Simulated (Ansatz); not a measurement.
The figure comes from a scan of NaF (rock salt): the crystal slips on the {100} plane by s times a lattice vector of 3.25 Å, atoms relaxing along the normal only, γ being the energy change per area. Calculation: r2SCAN (plane waves to 500 eV, PAW, scalar-relativistic; Ansatz, a quantum-chemistry and plane-wave program). k mesh 9×9×9 (Γ-centred), Fermi-Dirac smearing 0.05 eV. E is the zero-smearing estimate. Faults lie only 6.9 Å apart, and holding the cell height raises γ above its relaxed value. NaF was relaxed with its symmetry unable to fall. γ is measured from zero shift.

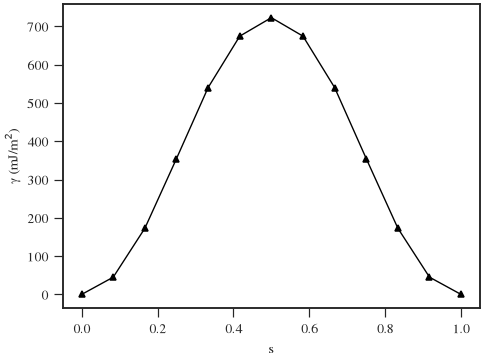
γ (mJ/m²) against s; computed points joined by lines (the last repeats the first, one period on).

Turn the plot into a table (rounded to what can be read).

To the nearest 10:

```json
[
 {"s": "0.000", "γ (mJ/m²)": "0"},
 {"s": "0.083", "γ (mJ/m²)": "50"},
 {"s": "0.167", "γ (mJ/m²)": "170"},
 {"s": "0.250", "γ (mJ/m²)": "350"},
 {"s": "0.333", "γ (mJ/m²)": "540"},
 {"s": "0.417", "γ (mJ/m²)": "670"},
 {"s": "0.500", "γ (mJ/m²)": "720"},
 {"s": "0.583", "γ (mJ/m²)": "670"},
 {"s": "0.667", "γ (mJ/m²)": "540"},
 {"s": "0.750", "γ (mJ/m²)": "350"},
 {"s": "0.833", "γ (mJ/m²)": "170"},
 {"s": "0.917", "γ (mJ/m²)": "50"}
]
```

(The slope of γ gives the shear force per area between the displaced halves; near zero shift its curvature is an elastic stiffness.)
